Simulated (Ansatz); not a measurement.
# AlSi (quartet): correlated methods under varied settings at distance Si1–Al2 = 4.359 Å

Aim: run AlSi (quartet) at one geometry under a spread of methods and options, and see what each costs and gives.

The runs use Ansatz 0.2.0, Gaussian basis; the settings change from run to run.

23 further runs of the same task are left out: 19 that didn't finish, 4 set aside as unsound or not needed.

## (1) The geometry

The geometry derives from a PBE0/def2-TZVP stationary point (not a proven minimum). One bond is set to the value named and the two fragments are kept rigid.

2 atoms, charge 0, spin multiplicity 4.

Atoms are counted from 1 here; the program's logs count them from 0.

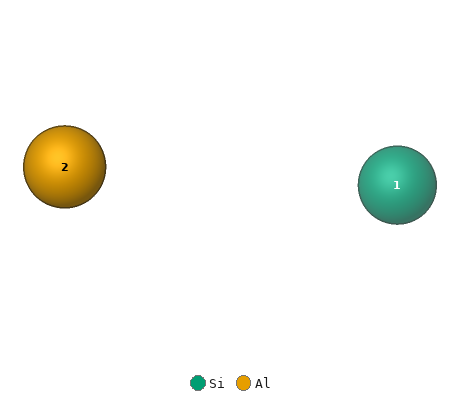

The structure; silicon teal, aluminium amber; atoms are numbered from 1 in the order of the file.

## (2) CCSDT on ROHF/STO-3G

Contents of in.yaml:

```yaml
crystal:
  periodic: [false, false, false]
  atoms:
    - {symbol: Si, position_ang: [0.000000, 0.000000, 0.000000]}
    - {symbol: Al, position_ang: [0.000000, 0.000000, 4.359000]}
basis:
  gaussian: {orbitals: STO-3G}
magnetization: {spin_polarized: false, initial_magnetization: 3}
correlation: {method: ccsdt, electrons: outside_noble_gas}
scf: {lower_state_search: full}
```

Command:

```
ansatz run in.yaml --threads 1 --pin off --events-out ev --progress --plain --max-ram 2393MiB
```

Standard output, cut to the lines that bear on the results:

```text
Functional definition: HF
  name "HF"
  cite "Fock, Z. Phys. 61, 126 (1930) doi:10.1007/BF01340294"
  parent pbe
[...]
267 factors; integrals over basis functions are off by at most 2.0e-8 eV
[...]
mean field -14267.64650659 eV, -524.3263381592 hartree, gradient 2.4e-7 eV, S^2 3.750000; 29 other end points of the search recorded, 0 dependent functions left out
[...]
determinant -14267.64650659 eV, -524.3263381592 hartree, with singles and doubles -14268.70701871 eV, -524.3653112606 hartree
determinant -14267.61078231 eV, -524.3250253159 hartree, with singles and doubles -14268.67351220 eV, -524.3640799192 hartree
determinant -14267.60613370 eV, -524.3248544829 hartree, with singles and doubles -14268.66817966 eV, -524.3638839518 hartree
determinant -14267.59429764 eV, -524.3244195155 hartree, with singles and doubles -14268.65765556 eV, -524.3634971982 hartree
determinant -14267.58044622 eV, -524.3239104851 hartree, with singles and doubles -14268.64209387 eV, -524.3629253169 hartree
determinant -14265.44178492 eV, -524.2453161321 hartree, with singles and doubles -14267.51187132 eV, -524.3213904040 hartree
determinant -14264.47133403 eV, -524.2096527196 hartree, with singles and doubles -14265.33843496 eV, -524.2415180911 hartree
determinant -14267.64650659 eV, -524.3263381592 hartree, with singles and doubles -14268.70681128 eV, -524.3653036376 hartree
determinant -14267.61078231 eV, -524.3250253159 hartree, with singles and doubles -14268.67270554 eV, -524.3640502748 hartree
determinant -14267.60613370 eV, -524.3248544829 hartree, with singles and doubles -14268.66813228 eV, -524.3638822107 hartree
determinant -14267.59429764 eV, -524.3244195155 hartree, with singles and doubles -14268.65742383 eV, -524.3634886825 hartree
determinant -14267.58044622 eV, -524.3239104851 hartree, with singles and doubles -14268.64341366 eV, -524.3629738182 hartree
10 core orbitals not correlated: weight in the atoms' cores, before any rotation towards them, 1.000 or more for the frozen orbitals, at most 0.000 for the correlated occupied ones
reference -14267.64650659 eV, -524.3263381592 hartree; 5, 2 occupied and 3, 6 virtual orbitals, 267 factors
second order -0.58576278 eV of doubles, -0.00006042 eV of singles
cycle   1  -0.85193806 eV  change   -2.7e-1 eV  update   5.8e-2
[...]
cycle  31  -1.06464557 eV  change    6.9e-8 eV  update   8.3e-7
Total energy: -14268.71115216 eV, -524.3654631621 hartree
```

It took 1.8 s on 1 thread of Arm Neoverse V1, shared host.

From the report: correlation -1.0646 eV; T1 0.009; largest double amplitude 0.19.

## (3) MRCISD+Q(5,7)/6-31G

Contents of in.yaml:

```yaml
crystal:
  periodic: [false, false, false]
  atoms:
    - {symbol: Si, position_ang: [0.000000, 0.000000, 0.000000]}
    - {symbol: Al, position_ang: [0.000000, 0.000000, 4.359000]}
basis:
  gaussian: {orbitals: 6-31G}
magnetization: {spin_polarized: false, initial_magnetization: 3}
correlation: {method: fic_mrcisd_q, electrons: outside_noble_gas, active_space: {window: {electrons: 5, orbitals: 7}}}
```

Same command.

Standard output, cut to the lines that bear on the results:

```text
Functional definition: HF
  name "HF"
  cite "Fock, Z. Phys. 61, 126 (1930) doi:10.1007/BF01340294"
  parent pbe
[...]
278 factors; integrals over basis functions are off by at most 1.6e-4 eV
[...]
mean field -14440.78949717 eV, -530.6892257022 hartree, gradient 2.5e-6 eV, S^2 3.750000; 22 other end points of the search recorded, 0 dependent functions left out
reference -14440.78949717 eV, -530.6892257022 hartree; 15, 12 occupied and 11, 14 virtual orbitals, 278 factors
state -14441.53162285 eV, -530.7164983179 hartree
contracted CI cycle   1: correlation 0.00000000 eV, 0.0000000000 hartree, residual 4.37e0 eV
contracted CI cycle   2: correlation -0.74960788 eV, -0.0275475815 hartree, residual 9.46e-1 eV
contracted CI cycle   3: correlation -0.79178030 eV, -0.0290973893 hartree, residual 2.97e-1 eV
contracted CI cycle   4: correlation -0.79586353 eV, -0.0292474453 hartree, residual 1.17e-1 eV
contracted CI cycle   5: correlation -0.79669830 eV, -0.0292781226 hartree, residual 6.20e-2 eV
contracted CI cycle   6: correlation -0.79700190 eV, -0.0292892795 hartree, residual 3.91e-2 eV
contracted CI cycle   7: correlation -0.79706519 eV, -0.0292916053 hartree, residual 1.58e-2 eV
contracted CI cycle   8: correlation -0.79707646 eV, -0.0292920197 hartree, residual 7.86e-3 eV
contracted CI cycle   9: correlation -0.79708085 eV, -0.0292921810 hartree, residual 4.26e-3 eV
contracted CI cycle  10: correlation -0.79708173 eV, -0.0292922133 hartree, residual 1.66e-3 eV
contracted CI cycle  11: correlation -0.79708186 eV, -0.0292922180 hartree, residual 6.78e-4 eV
state -14441.53162285 eV, -530.7164983179 hartree; corrected -14442.35995029 eV, -530.7469387900 hartree
Total energy: -14442.35995029 eV, -530.7469387900 hartree
```

Wall time 2.7 s (1 thread of Arm Neoverse V1, shared host).

From the report: 68 determinants; active occupations 1.91, 1.00, 1.00, 1.00, 0.04, 0.04, 0.01.

## (4) MRCISD+Q(3,6)/6-31G

Contents of in.yaml:

```yaml
crystal:
  periodic: [false, false, false]
  atoms:
    - {symbol: Si, position_ang: [0.000000, 0.000000, 0.000000]}
    - {symbol: Al, position_ang: [0.000000, 0.000000, 4.359000]}
basis:
  gaussian: {orbitals: 6-31G}
magnetization: {spin_polarized: false, initial_magnetization: 3}
correlation: {method: fic_mrcisd_q, electrons: outside_noble_gas, active_space: {window: {electrons: 3, orbitals: 6}, states: [{multiplicity: 4, weights: [1, 1, 0.5, 0.5]}], root: 2}}
```

Launched as before.

Standard output, cut to the lines that bear on the results:

```text
Functional definition: HF
  name "HF"
  cite "Fock, Z. Phys. 61, 126 (1930) doi:10.1007/BF01340294"
  parent pbe
[...]
486 factors; integrals over basis functions are off by at most 6.7e-8 eV
[...]
mean field -14440.78954132 eV, -530.6892273248 hartree, gradient 3.8e-6 eV, S^2 3.750000; 22 other end points of the search recorded, 0 dependent functions left out
reference -14440.78954132 eV, -530.6892273248 hartree; 15, 12 occupied and 11, 14 virtual orbitals, 486 factors
state -14440.89069376 eV, -530.6929446084 hartree
state -14440.62013970 eV, -530.6830019303 hartree
state -14440.62013970 eV, -530.6830019303 hartree
state -14440.60148394 eV, -530.6823163434 hartree
contracted CI cycle   1: correlation 0.00000000 eV, 0.0000000000 hartree, residual 5.57e0 eV
contracted CI cycle   2: correlation -1.35970830 eV, -0.0499683585 hartree, residual 1.36e0 eV
[...]
contracted CI cycle   2: correlation -1.31987874 eV, -0.0485046491 hartree, residual 1.31e0 eV
contracted CI cycle   3: correlation -1.40512834 eV, -0.0516375142 hartree, residual 3.33e-1 eV
contracted CI cycle   4: correlation -1.41050456 eV, -0.0518350866 hartree, residual 7.44e-2 eV
contracted CI cycle   5: correlation -1.41072730 eV, -0.0518432721 hartree, residual 1.82e-2 eV
contracted CI cycle   6: correlation -1.41074168 eV, -0.0518438003 hartree, residual 6.26e-3 eV
contracted CI cycle   7: correlation -1.41074327 eV, -0.0518438588 hartree, residual 2.05e-3 eV
contracted CI cycle   8: correlation -1.41074345 eV, -0.0518438655 hartree, residual 7.20e-4 eV
state -14440.60148394 eV, -530.6823163434 hartree; corrected -14442.11715705 eV, -530.7380163028 hartree
an earlier search ended where averaged states of different weights were degenerate, so these states were given the mean of their weights and the orbitals were optimised with it
Total energy: -14442.13270812 eV, -530.7385877943 hartree
```

Run time: 2.5 s. Hardware: 1 thread of Arm Neoverse V1, shared host.

From the report: 8 determinants; active occupations (of the averaged states) 0.85, 0.63, 0.63, 0.37, 0.37, 0.15.

## (5) CCSD(T) on UHF/cc-pVDZ

Contents of in.yaml:

```yaml
crystal:
  periodic: [false, false, false]
  atoms:
    - {symbol: Si, position_ang: [0.000000, 0.000000, 0.000000]}
    - {symbol: Al, position_ang: [0.000000, 0.000000, 4.359000]}
basis:
  gaussian: {orbitals: cc-pVDZ}
magnetization: {spin_polarized: true, initial_magnetization: 3}
correlation: {method: ccsd_t, electrons: outside_noble_gas, diis_vectors: 4}
output: {forces: true}
```

Launched as before.

Standard output, cut to the lines that bear on the results:

```text
Functional definition: HF
  name "HF"
  cite "Fock, Z. Phys. 61, 126 (1930) doi:10.1007/BF01340294"
  parent pbe
[...]
367 factors; integrals over basis functions are off by at most 2.5e-4 eV
[...]
mean field -14441.90048356 eV, -530.7300536991 hartree, gradient 3.4e-6 eV, S^2 3.775294; 33 other end points of the search recorded, 0 dependent functions left out
determinant -14441.90048356 eV, -530.7300536991 hartree, with singles and doubles -14444.97539192 eV, -530.8430544973 hartree
determinant -14441.77434026 eV, -530.7254180183 hartree, with singles and doubles -14444.83038050 eV, -530.8377254258 hartree
determinant -14441.73699839 eV, -530.7240457297 hartree, with singles and doubles -14444.78350971 eV, -530.8360029557 hartree
determinant -14441.68845500 eV, -530.7222617933 hartree, with singles and doubles -14444.73559098 eV, -530.8342419750 hartree
[...]
determinant -14440.96011386 eV, -530.6954957501 hartree, with singles and doubles -14444.81515970 eV, -530.8371660715 hartree
10 core orbitals not correlated: weight in the atoms' cores, before any rotation towards them, 1.000 or more for the frozen orbitals, at most 0.000 for the correlated occupied ones
reference -14441.90048356 eV, -530.7300536991 hartree; 5, 2 occupied and 21, 24 virtual orbitals, 367 factors
second order -2.11989961 eV of doubles, -0.00000000 eV of singles
cycle   1  -3.07456939 eV  change   -2.9e-6 eV  update   3.0e-6
[...]
cycle   7  -3.07457033 eV  change   -4.2e-8 eV  update   4.1e-8
perturbative correction -0.06096039 eV, -0.0022402531 hartree
[...]
Total energy: -14445.03601428 eV, -530.8452823277 hartree
Atom 0 at     0.000000     0.000000     0.000000 Å, force    -0.000000     0.000000     0.394028 eV/Å
Atom 1 at     0.000000     0.000000     4.359000 Å, force    -0.000000     0.000000    -0.394028 eV/Å
Dipole moment:     0.000000    -0.000000     0.487833 e Å
```

Run time: 9 s. Hardware: 1 thread of Arm Neoverse V1, shared host.

From the report: ⟨S²⟩ of the determinant 3.775 (pure quartet: 3.75); correlation -3.1355 eV; T1 0.022; largest double amplitude 0.10.

## (6) NEVPT2(5,6)/cc-pVDZ

Contents of in.yaml:

```yaml
crystal:
  periodic: [false, false, false]
  atoms:
    - {symbol: Si, position_ang: [0.000000, 0.000000, 0.000000]}
    - {symbol: Al, position_ang: [0.000000, 0.000000, 4.359000]}
basis:
  gaussian: {orbitals: cc-pVDZ, fitting: {mean_field: def2-universal-jkfit}}
magnetization: {spin_polarized: false, initial_magnetization: 3}
correlation: {method: sc_nevpt2, electrons: outside_noble_gas, active_space: {window: {electrons: 5, orbitals: 6}, states: [{multiplicity: 4, weights: [1, 0.5]}]}}
scf: {lower_state_search: off}
output: {forces: true}
```

Launched as before.

Standard output, cut to the lines that bear on the results:

```text
Functional definition: HF
  name "HF"
  cite "Fock, Z. Phys. 61, 126 (1930) doi:10.1007/BF01340294"
  parent pbe
[...]
256 factors; integrals over basis functions are off by at most 5.1e-2 eV
[...]
mean field -14441.72870905 eV, -530.7237411024 hartree, gradient 8.6e-7 eV, S^2 3.750000; 0 other end points of the search recorded, 0 dependent functions left out
reference -14441.72870905 eV, -530.7237411024 hartree; 15, 12 occupied and 21, 24 virtual orbitals, 256 factors
state -14442.30785798 eV, -530.7450244329 hartree
state -14441.99698097 eV, -530.7335999137 hartree
state -14442.30785798 eV, -530.7450244329 hartree; corrected -14444.26851630 eV, -530.8170772973 hartree
state -14441.99698097 eV, -530.7335999137 hartree; corrected -14444.00266660 eV, -530.8073075011 hartree
[...]
Total energy: -14444.17989974 eV, -530.8138206986 hartree
Atom 0 at     0.000000     0.000000     0.000000 Å, force     0.000000     0.000000     0.210772 eV/Å
Atom 1 at     0.000000     0.000000     4.359000 Å, force    -0.000000    -0.000000    -0.210772 eV/Å
Dipole moment:    -0.000000    -0.000000     0.293719 e Å
Checks for a lower state left out: stability, starts, cluster_reference, orbital_swaps, neighbouring_geometries, increment
```

Run time: 0.75 s. Hardware: 1 thread of Arm Neoverse V1, shared host.

From the report: 46 determinants; active occupations (of the averaged states) 1.92, 1.00, 1.00, 0.68, 0.36, 0.05.

## (7) HF/cc-pVDZ

Contents of in.yaml:

```yaml
crystal:
  periodic: [false, false, false]
  atoms:
    - {symbol: Si, position_ang: [0.000000, 0.000000, 0.000000]}
    - {symbol: Al, position_ang: [0.000000, 0.000000, 4.359000]}
basis:
  gaussian: {orbitals: cc-pVDZ}
magnetization: {spin_polarized: false, initial_magnetization: 3}
hamiltonian: {xc: hf}
scf: {lower_state_search: light}
output: {orbitals: {seedname: orbitals}}
```

The command is unchanged.

Standard output, cut to the lines that bear on the results:

```text
Functional definition: HF
  name "HF"
  cite "Fock, Z. Phys. 61, 126 (1930) doi:10.1007/BF01340294"
  parent pbe
[...]
367 factors; integrals over basis functions are off by at most 2.5e-4 eV
[...]
mean field -14441.72901555 eV, -530.7237523660 hartree, gradient 7.0e-6 eV, S^2 3.750000; 7 other end points of the search recorded, 0 dependent functions left out
reference -14441.72901555 eV, -530.7237523660 hartree; 15, 12 occupied and 21, 24 virtual orbitals, 367 factors
Total energy: -14441.72901555 eV, -530.7237523660 hartree
```

Wall time 0.93 s (1 thread of Arm Neoverse V1, shared host).

## (8) NEVPT2(3,9)/cc-pVDZ

in.yaml: that of step 7 with these lines changed.

```diff
@@ -8,4 +8,2 @@
 magnetization: {spin_polarized: false, initial_magnetization: 3}
-hamiltonian: {xc: hf}
-scf: {lower_state_search: light}
-output: {orbitals: {seedname: orbitals}}
+correlation: {method: sc_nevpt2, electrons: valence, active_space: {window: {electrons: 3, orbitals: 9}, states: [{multiplicity: 4, weights: [1, 1, 1]}], root: 1}}
```

The command is unchanged.

Standard output, cut to the lines that bear on the results:

```text
Functional definition: HF
  name "HF"
  cite "Fock, Z. Phys. 61, 126 (1930) doi:10.1007/BF01340294"
  parent pbe
[...]
643 factors; integrals over basis functions are off by at most 1.2e-7 eV
[...]
mean field -14441.72906434 eV, -530.7237541589 hartree, gradient 8.6e-6 eV, S^2 3.750000; 20 other end points of the search recorded, 0 dependent functions left out
reference -14441.72906434 eV, -530.7237541589 hartree; 15, 12 occupied and 21, 24 virtual orbitals, 643 factors
state -14441.89727662 eV, -530.7299358462 hartree
state -14441.66152995 eV, -530.7212723158 hartree
state -14441.63801925 eV, -530.7204083137 hartree
state -14441.89727662 eV, -530.7299358462 hartree; corrected -14444.19348110 eV, -530.8143198044 hartree
state -14441.66152995 eV, -530.7212723158 hartree; corrected -14443.89532340 eV, -530.8033627109 hartree
state -14441.63801925 eV, -530.7204083137 hartree; corrected -14443.89823499 eV, -530.8034697102 hartree
Total energy: -14443.89532340 eV, -530.8033627109 hartree
```

Run time: 9 s. Hardware: 1 thread of Arm Neoverse V1, shared host.

From the report: 44 determinants; active occupations (of the averaged states) 0.89, 0.83, 0.43, 0.38, 0.29, 0.17, 0.00, 0.00, 0.00.

## (9) MRCISD+Q(3,5)/6-31G

Contents of in.yaml:

```yaml
crystal:
  periodic: [false, false, false]
  atoms:
    - {symbol: Si, position_ang: [0.000000, 0.000000, 0.000000]}
    - {symbol: Al, position_ang: [0.000000, 0.000000, 4.359000]}
basis:
  gaussian: {orbitals: 6-31G}
magnetization: {spin_polarized: false, initial_magnetization: 3}
correlation: {method: fic_mrcisd_q, electrons: valence, active_space: {window: {electrons: 3, orbitals: 5}}}
```

Launched as before.

Standard output, cut to the lines that bear on the results:

```text
Functional definition: HF
  name "HF"
  cite "Fock, Z. Phys. 61, 126 (1930) doi:10.1007/BF01340294"
  parent pbe
[...]
278 factors; integrals over basis functions are off by at most 1.6e-4 eV
[...]
mean field -14440.78949717 eV, -530.6892257022 hartree, gradient 2.5e-6 eV, S^2 3.750000; 22 other end points of the search recorded, 0 dependent functions left out
reference -14440.78949717 eV, -530.6892257022 hartree; 15, 12 occupied and 11, 14 virtual orbitals, 278 factors
state -14440.85813925 eV, -530.6917482522 hartree
contracted CI cycle   1: correlation 0.00000000 eV, 0.0000000000 hartree, residual 5.57e0 eV
contracted CI cycle   2: correlation -1.37937915 eV, -0.0506912486 hartree, residual 1.23e0 eV
contracted CI cycle   3: correlation -1.45355519 eV, -0.0534171682 hartree, residual 3.49e-1 eV
[...]
contracted CI cycle   5: correlation -1.44486550 eV, -0.0530978277 hartree, residual 1.83e-1 eV
contracted CI cycle   6: correlation -1.44743626 eV, -0.0531923016 hartree, residual 1.10e-1 eV
contracted CI cycle   7: correlation -1.44841753 eV, -0.0532283624 hartree, residual 8.21e-2 eV
contracted CI cycle   8: correlation -1.44892538 eV, -0.0532470256 hartree, residual 4.79e-2 eV
contracted CI cycle   9: correlation -1.44902678 eV, -0.0532507518 hartree, residual 1.67e-2 eV
contracted CI cycle  10: correlation -1.44904207 eV, -0.0532513138 hartree, residual 7.47e-3 eV
contracted CI cycle  11: correlation -1.44904567 eV, -0.0532514462 hartree, residual 3.27e-3 eV
contracted CI cycle  12: correlation -1.44904630 eV, -0.0532514694 hartree, residual 1.31e-3 eV
state -14440.82627698 eV, -530.6905773354 hartree; corrected -14442.40681161 eV, -530.7486609118 hartree
state -14440.85813925 eV, -530.6917482522 hartree; corrected -14442.43702500 eV, -530.7497712332 hartree
Total energy: -14442.43702500 eV, -530.7497712332 hartree
```

Wall time 3.5 s (1 thread of Arm Neoverse V1, shared host).

From the report: 4 determinants; active occupations 1.00, 0.86, 0.86, 0.14, 0.14.

## (10) CCSD(T) on ROHF/cc-pVDZ

Contents of in.yaml:

```yaml
crystal:
  periodic: [false, false, false]
  atoms:
    - {symbol: Si, position_ang: [0.000000, 0.000000, 0.000000]}
    - {symbol: Al, position_ang: [0.000000, 0.000000, 4.359000]}
basis:
  gaussian: {orbitals: cc-pVDZ}
magnetization: {spin_polarized: false, initial_magnetization: 3}
correlation: {method: ccsd_t, electrons: outside_noble_gas}
accuracy: high
```

Same command.

Standard output, cut to the lines that bear on the results:

```text
Functional definition: HF
  name "HF"
  cite "Fock, Z. Phys. 61, 126 (1930) doi:10.1007/BF01340294"
  parent pbe
[...]
660 factors; integrals over basis functions are off by at most 3.6e-9 eV
[...]
mean field -14441.72906435 eV, -530.7237541593 hartree, gradient 2.2e-8 eV, S^2 3.750000; 22 other end points of the search recorded, 0 dependent functions left out
[...]
determinant -14441.72906435 eV, -530.7237541593 hartree, with singles and doubles -14444.96930763 eV, -530.8428309035 hartree
determinant -14441.58880419 eV, -530.7185996935 hartree, with singles and doubles -14444.82369435 eV, -530.8374797142 hartree
determinant -14441.54736022 eV, -530.7170766557 hartree, with singles and doubles -14444.77591777 eV, -530.8357239571 hartree
determinant -14441.49341479 eV, -530.7150941975 hartree, with singles and doubles -14444.72786423 eV, -530.8339580224 hartree
[...]
determinant -14441.49341479 eV, -530.7150941975 hartree, with singles and doubles -14444.72762896 eV, -530.8339493761 hartree
determinant -14441.35205499 eV, -530.7098993209 hartree, with singles and doubles -14444.60343220 eV, -530.8293852294 hartree
determinant -14440.92798281 eV, -530.6943149556 hartree, with singles and doubles -14444.80234841 eV, -530.8366952655 hartree
[...]
10 core orbitals not correlated: weight in the atoms' cores, before any rotation towards them, 1.000 or more for the frozen orbitals, at most 0.000 for the correlated occupied ones
reference -14441.72906435 eV, -530.7237541593 hartree; 5, 2 occupied and 21, 24 virtual orbitals, 660 factors
second order -2.19813979 eV of doubles, -0.09719214 eV of singles
cycle   1  -3.24030714 eV  change   -1.8e-6 eV  update   2.4e-6
[...]
cycle  17  -3.24030768 eV  change   3.7e-10 eV  update  5.7e-10
perturbative correction -0.06785136 eV, -0.0024934915 hartree
Total energy: -14445.03722339 eV, -530.8453267616 hartree
```

It took 9.5 s on 1 thread of Arm Neoverse V1, shared host.

From the report: correlation -3.3082 eV; T1 0.027; largest double amplitude 0.10.

## (11) All runs side by side

Where basis and cores are those of an earlier FCI/cc-pVDZ run (-14445.1299 eV), and the state is the same kind, the miss against it is given.

```tsv
level	correlated	functions	energy (eV)	from FCI (meV)	time
CCSDT on ROHF/STO-3G	outside noble gas	18	-14268.7112		1.8 s
MRCISD+Q(5,7)/6-31G	outside noble gas	26	-14442.3600		2.7 s
MRCISD+Q(3,6)/6-31G (excited root 2 of an average)	outside noble gas	26	-14442.1327		2.5 s
CCSD(T) on UHF/cc-pVDZ	outside noble gas	36	-14445.0360	93.9	9 s
NEVPT2(5,6)/cc-pVDZ (mean of several states)	outside noble gas	36	-14444.1799		0.75 s
HF/cc-pVDZ		36	-14441.7290	3400.9	0.93 s
NEVPT2(3,9)/cc-pVDZ (excited root 1 of an average)	valence	36	-14443.8953		9 s
MRCISD+Q(3,5)/6-31G	valence	26	-14442.4370		3.5 s
CCSD(T) on ROHF/cc-pVDZ	outside noble gas	36	-14445.0372	92.6	9.5 s
```

## (12) Summary of results

```
quantity                                                 value
    runs                                                     9
quickest  NEVPT2(5,6)/cc-pVDZ (mean of several states), 0.75 s
 slowest                        CCSD(T) on ROHF/cc-pVDZ, 9.5 s
```

**Reading.** Total energies in different bases, with other cores or another treatment of relativity can't be set against each other. CCSD(T) on ROHF/cc-pVDZ took 13 times as long as NEVPT2(5,6)/cc-pVDZ (mean of several states); the jobs differ in more than the method. Among the correlated runs with a miss given, it spans +93 to +94 meV. Hartree-Fock, CASSCF and CASCI lack dynamic correlation by design.
